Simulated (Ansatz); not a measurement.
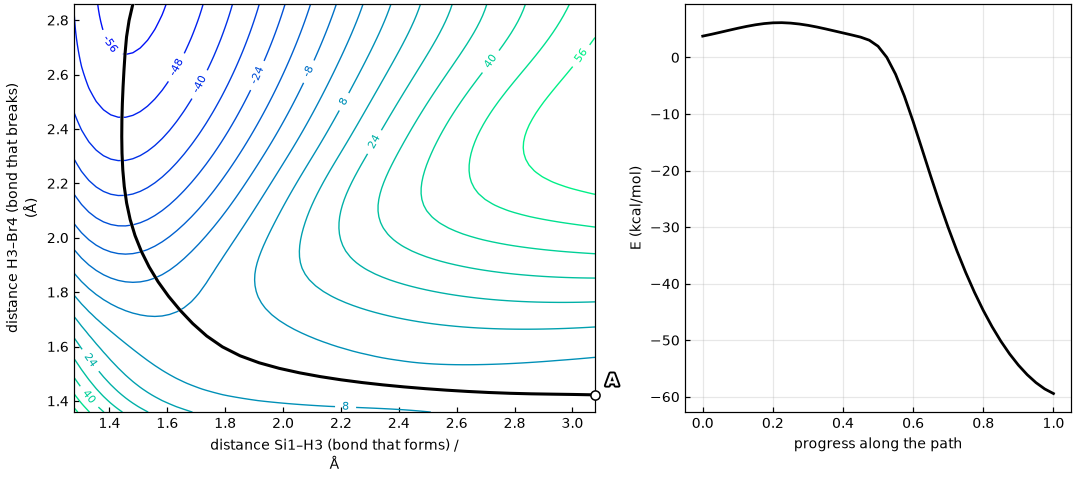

The reacting system BrClH₂Si (fragments ClHSi + BrH where the first distance is long, BrClH₂Si where the second is long). First axis: distance Si1–H3 (bond that forms). Second axis: distance H3–Br4 (bond that breaks). Relaxed at each point: all other coordinates. Grid: 8 × 8 points. Points are written as (first, second). Energies are in kcal/mol, from a guessed transition structure relaxed with its forming and breaking bonds held. The reference is spin-restricted, so regions where a bond is pulled apart into radicals lie too high. Theory: Ansatz 0.2.0, RKS r2SCAN-D4/def2-SVP.

Drawn: contour lines labelled in kcal/mol, a line along the lowest path, the energy along the path at the right, the start A. Between grid points the surface is interpolated.

**Describe the path and its barrier.**

The easiest path runs from the side where the first distance is long, about (3.08 Å, 1.42 Å), to the side where the second distance is long, about (1.48 Å, 2.86 Å). Its highest point, at about (2.42 Å, 1.45 Å), lies about 2.4 kcal/mol above the start and 66 kcal/mol above the end on the interpolated surface. An end on the edge of the scan is no minimum, so the barrier from there is a lower bound.
